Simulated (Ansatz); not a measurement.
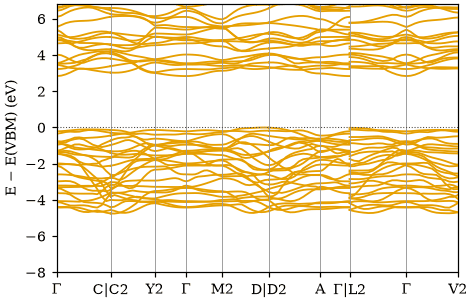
Figure: Band structure from LDA (plane waves, PAW; program Ansatz)

Question: Read off the gap and where the band edges lie.

Answer: About 2.8 eV (2.84 eV by a search for the band edges); maximum on the M2–D line, 90 % of the way from M2, minimum at Γ.

The material is TiO2 in space group C2/m (No. 12; Pearson symbol mS24).

The workflow started from a Materials Project entry (that database holds measured and hypothetical structures alike); the Crystallography Open Database copy checked does not list it. It is not the phase usual at ambient conditions (space group No. 61, 136, 141). The LDA relaxation kept the symmetry of its start; its stability against distortions is not shown here. No spin polarisation was allowed.

Potentials: the later of the program's two PAW sets.
